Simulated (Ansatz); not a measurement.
# CdSiSb2 (II-IV-V2 ordering on zincblende lattice): maximally localised Wannier functions

Aim: build maximally localised Wannier functions for CdSiSb2 (II-IV-V2 ordering on zincblende lattice) from several sets of trial orbitals, and check spreads and centres. Plan: PBE, anion s p, 4×4×4; PBE, anion s p, 4×4×2; PBE, anion s p, 6×6×4; PBE, anion p, 4×4×4; PBE, all s p, disentangled, 4×4×4; PBE, metal d and anion p, 4×4×4; PBE, metal d, 4×4×4; r2SCAN, anion s p, 4×4×4; r2SCAN, metal d, 4×4×4 (level, trial orbitals, Wannier mesh).

Method: plane waves, PAW, in Ansatz 0.2.0.

1 further run of the same task is left out (it didn't finish).

### Step 1. The structure to begin with

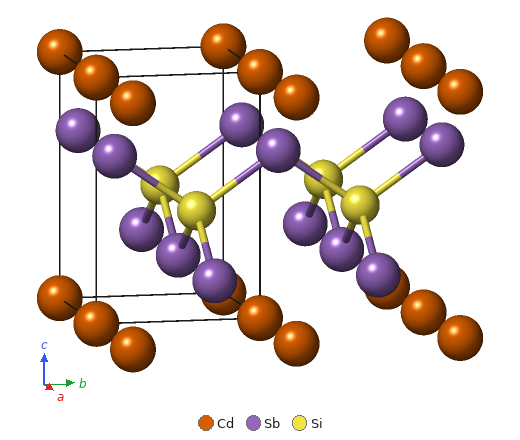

Start, viewed slightly off an axis; cadmium orange, antimony purple, silicon yellow. 2×2×1 cells are drawn. Atoms on the faces are drawn again on the opposite ones.

Structure file:

```cif
data_structure
_symmetry_space_group_name_H-M 'P-4m2'
_symmetry_Int_Tables_number 115
_cell_length_a 4.3462
_cell_length_b 4.3462
_cell_length_c 6.4620
_cell_angle_alpha 90.000
_cell_angle_beta 90.000
_cell_angle_gamma 90.000
_cell_volume 122.07
loop_
_atom_site_label
_atom_site_type_symbol
_atom_site_symmetry_multiplicity
_atom_site_Wyckoff_symbol
_atom_site_fract_x
_atom_site_fract_y
_atom_site_fract_z
_atom_site_occupancy
Cd1 Cd 1 a 0.00000 0.00000 0.00000 1
Sb1 Sb 2 g 0.00000 0.50000 0.26717 1
Si1 Si 1 c 0.50000 0.50000 0.50000 1
```

The cell was relaxed beforehand with r2SCAN; those runs aren't shown. No run includes spin-orbit coupling, which matters for Sb.

### Step 2. PBE, anion s p, 4×4×4

input.yaml reads:

```yaml
crystal:
  lattice:
    - [4.3462136376, 0.0, 0.0]
    - [0.0, 4.3462136376, 0.0]
    - [0.0, 0.0, 6.4620353499]
  atoms:
    - { symbol: Cd, position: [0.0, 0.0, 0.0] }
    - { symbol: Sb, position: [0.0, 0.5, 0.2671719476] }
    - { symbol: Si, position: [0.5, 0.5, 0.5] }
    - { symbol: Sb, position: [0.5, 0.0, 0.7328280524] }
kpoints:
  mp_grid: { grid: [4, 4, 4] }
  band_path:
    path:
      - [[0.0, 0.0, 0.0], [0.0, 0.5, 0.0], [0.5, 0.5, 1.014843105085e-32], [0.0, 0.0, 0.0], [4.754158554046e-49, 0.0, 0.5], [4.754158554046e-49, 0.5, 0.5], [0.5, 0.5, 0.5], [4.754158554046e-49, 0.0, 0.5]]
      - [[0.0, 0.5, 0.0], [4.754158554046e-49, 0.5, 0.5]]
      - [[0.5, 0.5, 1.014843105085e-32], [0.5, 0.5, 0.5]]
    npoints: 10
hamiltonian:
  xc: pbe
scf:
  occupations: { method: fermi_dirac, width: 0.02 }
  n_extra_bands: 6
output:
  forces: false
  stress: false
  eigenvalues: true
  wannier:
    kmesh: [4, 4, 4]
    projections: [{ species: Sb, l: s, shell: 5 }, { species: Sb, l: p, shell: 5 }]
    minimise: true
    write_hr: true
    conv_tol: 1.0e-08
    max_iter: 3000
```

On the command line:

```
$ ansatz run input.yaml --threads 4 --pin off --max-ram 3686MiB --backend cpu --events-out ev --progress --plain --runs-dir out
```

Output (excerpt; [...] marks lines left out):

```text
Warning: RAYON_NUM_THREADS=4 ignored (pool sized by the plan → 4); use --threads N
scf.n_extra_bands = 6 over 27 filled bands (N_el = 54.0): the run solves 33 bands
[...]
Pseudopotentials: kind: paw
Pseudopotential: Cd, paw, valence charge 20, recommended cutoff 420 eV (normal), Cd.paw.azcp
Pseudopotential: Sb, paw, valence charge 15, recommended cutoff 420 eV (normal), Sb.paw.azcp
Pseudopotential: Si, paw, valence charge 4, recommended cutoff 420 eV (normal), Si.paw.azcp
Functional definition: PBE
[...]
Crystal: 4 atoms, lattice volume = 122.065 Å³
Basis set: ecut = 420 eV, 2381 PW (Γ)
Bands: 33, of which v1, the nominal top of the filled ones, is band 27 counted from 1 (26 counted from 0)
Symmetry: 8 space group operations
[...]
NSCF: frozen V_eff on 21 k-points
the Wannier pass solved 21 of the 64 points of its mesh, and has the states at the others by symmetry: states obtained by the crystal's operations at points that were solved too leave a residual of 3.80e-13 eV (read by the count's bands and the next), within 8.33e-6 eV
SCF converged after 7 iterations
Free energy (F): -21858.674145 eV
[...]
E sigma→0 (E₀):  -21858.672262 eV
Entropy (-TS):   -0.003766 eV (-0.941 meV/atom)
Fermi energy:    7.911783 eV
[...]
--- Band table (eV; the first three rows and the last of 18) ---
[...]
Wannier search: line search 1 of at most 3000: gauge-dependent spread (as the search counts it) 6.3353478 Å², largest recent change 2.4e0 Å² and fall left 1.6e-2 Å² against conv_tol 1.0e-8 Å², 0 stops escaped
```

It took 6.5 s on 4 threads of Intel Xeon Platinum 8488C (Sapphire Rapids), shared host; peak memory 0.53 GiB.

wannier.win, as written (k points left out):

```
! ansatz wannier90 interface
! projections by site (counted from 0) and shell: 1 5S, 3 5S, 1 5P, 3 5P
! states of the run's bands (counted from 1): 15-16, combinations of 17-28
! their least projectability: 0.4488
num_bands = 8
num_wann  = 8
num_iter  = 2000
conv_tol = 1e-8
conv_window = 5
guiding_centres = true
write_hr = true

begin unit_cell_cart
Ang
  4.3462136376  0.0  0.0
  0.0  4.3462136376  0.0
  0.0  0.0  6.4620353499
end unit_cell_cart

begin atoms_frac
Cd  0.0  0.0  0.0
Sb  0.0  0.5  0.2671719476
Si  0.5  0.5  0.5
Sb  0.5  0.0  0.7328280524
end atoms_frac

mp_grid = 4 4 4
```

wannier.win names the bands that the functions span: 15-16, combinations of 17-28 (counted from 1; 27 are filled by count, though the bands overlap). Combinations are drawn from entangled bands, so such a model needn't follow any one band.

The head of wannier.spreads.toml:

```toml
omega_i_ang2 = 27.354781321580134
omega_d_ang2 = 0.0909575014188868
omega_od_ang2 = 1.5166251876468895
omega_total_ang2 = 28.96236401064591
least_projectability = 0.44881536964468455
b_vectors_match_mmn = true
n_iter = 24
converged = true
rejected_fitted_steps = 1
```

The functions (centres in Å, on-site energies from the highest level of the last filled band):

```tsv
n	x	y	z	spread (Å²)	on-site (eV)	nearest atoms	distance (Å)
1	0.000	2.882	1.246	3.458	-4.531	Sb2	0.86
2	1.464	0.000	5.216	3.458	-4.531	Sb4	0.86
3	-0.851	2.173	2.263	3.783	-5.794	Sb2	1.01
4	0.851	2.173	2.263	3.783	-5.794	Sb2	1.01
5	0.000	1.464	1.246	3.458	-4.531	Sb2	0.86
6	2.173	0.851	4.199	3.783	-5.794	Sb4	1.01
7	2.882	0.000	5.216	3.458	-4.531	Sb4	0.86
8	2.173	-0.851	4.199	3.783	-5.794	Sb4	1.01
```

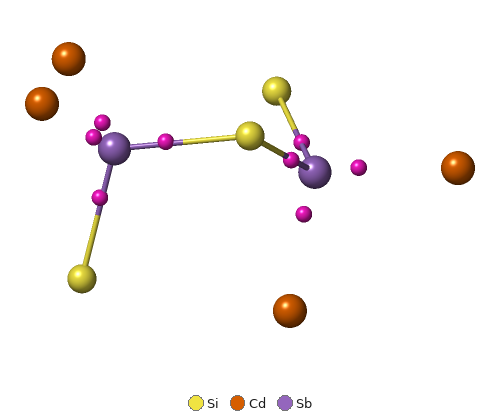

The centres of one cell as small magenta balls, with the atoms within 3.1 Å of them; no cell is drawn.

### Step 3. PBE, anion s p, 4×4×2

Edit input.yaml of step 2 so:

```diff
@@ -28,3 +28,3 @@
   wannier:
-    kmesh: [4, 4, 4]
+    kmesh: [4, 4, 2]
     projections: [{ species: Sb, l: s, shell: 5 }, { species: Sb, l: p, shell: 5 }]
```

On the command line:

```
$ ansatz run input.yaml --threads 4 --pin off --max-ram 3686MiB --backend cpu --events-out ev --progress --plain --runs-dir out
```

Output (excerpt; [...] marks lines left out):

```text
Warning: RAYON_NUM_THREADS=4 ignored (pool sized by the plan → 4); use --threads N
scf.n_extra_bands = 6 over 27 filled bands (N_el = 54.0): the run solves 33 bands
[...]
[... 4 set-up lines as earlier in the session ...]
[...]
SCF converged after 7 iterations
Free energy (F): -21858.674145 eV
[...]
E sigma→0 (E₀):  -21858.672262 eV
Entropy (-TS):   -0.003766 eV (-0.941 meV/atom)
Fermi energy:    7.911783 eV
[...]
--- Band table (eV; the first three rows and the last of 18) ---
[...]
Wannier search: line search 1 of at most 3000: gauge-dependent spread (as the search counts it) 7.2426401 Å², largest recent change 9.7e-1 Å² and fall left 8.2e-3 Å² against conv_tol 1.0e-8 Å², 0 stops escaped
```

Run time: 5.6 s. Hardware: 4 threads of Intel Xeon Platinum 8488C (Sapphire Rapids), shared host; peak memory 0.53 GiB.

wannier.win names the bands that the functions span: combinations of 15-28 (counted from 1; 27 are filled by count, though the bands overlap). Combinations are drawn from entangled bands, so such a model needn't follow any one band.

The head of wannier.spreads.toml:

```toml
omega_i_ang2 = 21.11074774040648
omega_d_ang2 = 0.02395526860815809
omega_od_ang2 = 1.661760015747902
omega_total_ang2 = 22.79646302476254
least_projectability = 0.5014294143206922
b_vectors_match_mmn = true
n_iter = 28
converged = true
rejected_fitted_steps = 0
```

The functions (centres in Å, on-site energies from the highest level of the last filled band):

```tsv
n	x	y	z	spread (Å²)	on-site (eV)	nearest atoms	distance (Å)
1	0.000	2.930	1.212	2.782	-4.448	Sb2	0.91
2	1.417	0.000	5.250	2.782	-4.448	Sb4	0.91
3	0.887	2.173	2.367	2.917	-5.787	Sb2	1.09
4	-0.887	2.173	2.367	2.917	-5.787	Sb2	1.09
5	0.000	1.417	1.212	2.782	-4.448	Sb2	0.91
6	2.173	0.887	4.095	2.917	-5.787	Sb4	1.09
7	2.930	0.000	5.250	2.782	-4.448	Sb4	0.91
8	2.173	-0.887	4.095	2.917	-5.787	Sb4	1.09
```

### Step 4. PBE, anion s p, 6×6×4

Edit input.yaml of step 3 so:

```diff
@@ -28,3 +28,3 @@
   wannier:
-    kmesh: [4, 4, 2]
+    kmesh: [6, 6, 4]
     projections: [{ species: Sb, l: s, shell: 5 }, { species: Sb, l: p, shell: 5 }]
@@ -34 +34,5 @@
     max_iter: 3000
+  write_density: true
+  write_potential: true
+  elf: true
+  volumetric_format: npy
```

On the command line:

```
$ ansatz run input.yaml --threads 4 --pin off --max-ram 3686MiB --backend cpu --events-out ev --progress --plain --runs-dir out
```

Output (excerpt; [...] marks lines left out):

```text
Warning: RAYON_NUM_THREADS=4 ignored (pool sized by the plan → 4); use --threads N
scf.n_extra_bands = 6 over 27 filled bands (N_el = 54.0): the run solves 33 bands
[...]
[... 4 set-up lines as earlier in the session ...]
[...]
SCF converged after 7 iterations
Free energy (F): -21858.674145 eV
[...]
E sigma→0 (E₀):  -21858.672262 eV
Entropy (-TS):   -0.003766 eV (-0.941 meV/atom)
Fermi energy:    7.911783 eV
[...]
--- Band table (eV; the first three rows and the last of 18) ---
[...]
Wannier search: line search 1 of at most 3000: gauge-dependent spread (as the search counts it) 6.7063657 Å², largest recent change 3.1e0 Å² and fall left 1.5e-2 Å² against conv_tol 1.0e-8 Å², 0 stops escaped
```

Run time: 7.5 s. Hardware: 4 threads of Intel Xeon Platinum 8488C (Sapphire Rapids), shared host; peak memory 0.6 GiB.

wannier.win names the bands that the functions span: 15-16, combinations of 17-28 (counted from 1; 27 are filled by count, though the bands overlap). Combinations are drawn from entangled bands, so such a model needn't follow any one band.

The head of wannier.spreads.toml:

```toml
omega_i_ang2 = 30.27071405210239
omega_d_ang2 = 0.07898383028128476
omega_od_ang2 = 1.524137883864116
omega_total_ang2 = 31.873835766247794
least_projectability = 0.44881536964468455
b_vectors_match_mmn = true
n_iter = 27
converged = true
rejected_fitted_steps = 1
```

The functions (centres in Å, on-site energies from the highest level of the last filled band):

```tsv
n	x	y	z	spread (Å²)	on-site (eV)	nearest atoms	distance (Å)
1	0.000	2.876	1.243	3.798	-4.531	Sb2	0.85
2	2.876	0.000	5.219	3.798	-4.531	Sb4	0.85
3	-0.826	2.173	2.274	4.171	-5.818	Sb2	0.99
4	0.826	2.173	2.274	4.171	-5.818	Sb2	0.99
5	0.000	1.470	1.243	3.798	-4.531	Sb2	0.85
6	2.173	0.826	4.188	4.171	-5.818	Sb4	0.99
7	1.470	0.000	5.219	3.798	-4.531	Sb4	0.85
8	2.173	-0.826	4.188	4.171	-5.818	Sb4	0.99
```

### Step 5. PBE, anion p, 4×4×4

Edit input.yaml of step 4 so:

```diff
@@ -28,4 +28,4 @@
   wannier:
-    kmesh: [6, 6, 4]
-    projections: [{ species: Sb, l: s, shell: 5 }, { species: Sb, l: p, shell: 5 }]
+    kmesh: [4, 4, 4]
+    projections: [{ species: Sb, l: p, shell: 5 }]
     minimise: true
@@ -34,5 +34 @@
     max_iter: 3000
-  write_density: true
-  write_potential: true
-  elf: true
-  volumetric_format: npy
```

On the command line:

```
$ ansatz run input.yaml --threads 4 --pin off --max-ram 3686MiB --backend cpu --events-out ev --progress --plain --runs-dir out
```

Output (excerpt; [...] marks lines left out):

```text
Warning: RAYON_NUM_THREADS=4 ignored (pool sized by the plan → 4); use --threads N
scf.n_extra_bands = 6 over 27 filled bands (N_el = 54.0): the run solves 33 bands
[...]
[... 4 set-up lines as earlier in the session ...]
[...]
SCF converged after 7 iterations
Free energy (F): -21858.674145 eV
[...]
E sigma→0 (E₀):  -21858.672262 eV
Entropy (-TS):   -0.003766 eV (-0.941 meV/atom)
Fermi energy:    7.911783 eV
[...]
--- Band table (eV; the first three rows and the last of 18) ---
[...]
Wannier search: line search 1 of at most 3000: gauge-dependent spread (as the search counts it) 2.1787076 Å², largest recent change 3.3e-1 Å² and fall left 1.0e-3 Å² against conv_tol 1.0e-8 Å², 0 stops escaped
```

It took 5.8 s on 4 threads of Intel Xeon Platinum 8488C (Sapphire Rapids), shared host; peak memory 0.53 GiB.

wannier.win, as written (k points left out):

```
! ansatz wannier90 interface
! projections by site (counted from 0) and shell: 1 5P, 3 5P
! states of the run's bands (counted from 1): combinations of 17-29
! their least projectability: 0.4975
num_bands = 6
num_wann  = 6
num_iter  = 2000
conv_tol = 1e-8
conv_window = 5
guiding_centres = true
write_hr = true

begin unit_cell_cart
Ang
  4.3462136376  0.0  0.0
  0.0  4.3462136376  0.0
  0.0  0.0  6.4620353499
end unit_cell_cart

begin atoms_frac
Cd  0.0  0.0  0.0
Sb  0.0  0.5  0.2671719476
Si  0.5  0.5  0.5
Sb  0.5  0.0  0.7328280524
end atoms_frac

mp_grid = 4 4 4
```

wannier.win names the bands that the functions span: combinations of 17-29 (counted from 1; 27 are filled by count, though the bands overlap). Combinations are drawn from entangled bands, so such a model needn't follow any one band.

The head of wannier.spreads.toml:

```toml
omega_i_ang2 = 25.541407479777703
omega_d_ang2 = 0.1325763830562801
omega_od_ang2 = 1.6306071932075719
omega_total_ang2 = 27.304591056041556
least_projectability = 0.497513275601831
b_vectors_match_mmn = true
n_iter = 20
converged = true
rejected_fitted_steps = 0
```

The functions (centres in Å, on-site energies from the highest level of the last filled band):

```tsv
n	x	y	z	spread (Å²)	on-site (eV)	nearest atoms	distance (Å)
1	0.000	2.591	1.504	4.395	-2.824	Sb2	0.47
2	0.000	2.173	2.155	4.862	-3.857	Sb2	0.43
3	0.000	1.755	1.504	4.395	-2.824	Sb2	0.47
4	2.591	0.000	4.958	4.395	-2.824	Sb4	0.47
5	1.755	0.000	4.958	4.395	-2.824	Sb4	0.47
6	2.173	0.000	4.307	4.862	-3.857	Sb4	0.43
```

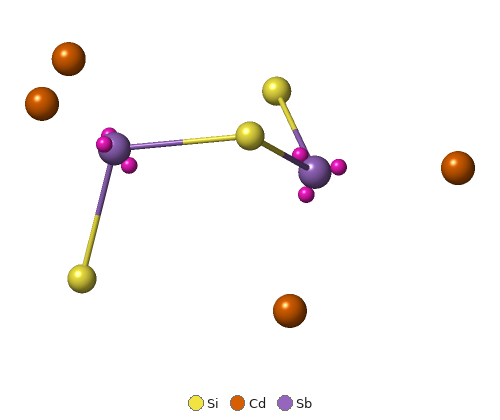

The centres of one cell as small magenta balls, with the atoms within 3.1 Å of them; no cell is drawn.

(Part 1 of 3 ends here.)
